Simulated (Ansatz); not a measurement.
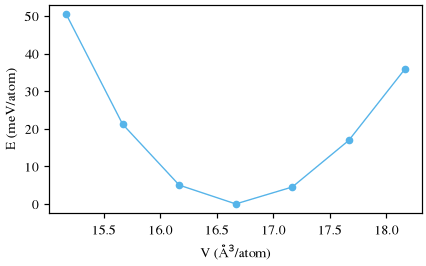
Figure. LaFeAsO in space group P4/nmm (No. 129; La on 2c, Fe on 2b, As on 2c, O on 2a) under volume change, PBEsol (plane waves, PAW; program Ansatz), shape and atoms relaxed at each volume.

### Question
What does a third-order Birch–Murnaghan fit give for V₀, B₀ and B′?

### Answer
V₀ = 16.67 Å³/atom, B₀ = 100 GPa, B′ = 4.6.

The workflow started from a Materials Project entry (that database holds measured and hypothetical structures alike); the Crystallography Open Database files this formula in space group No. 129, but the cells were not matched. Whether it is the stable phase at ambient conditions was not checked. The cell was relaxed with PBEsol under the symmetry of its start; its stability against distortions is not shown here. The workflow began spin-polarised and lost its moments. No Hubbard U is applied. Spin–orbit coupling is left out wherever it is not named.

Potentials: the later of the program's two PAW sets.
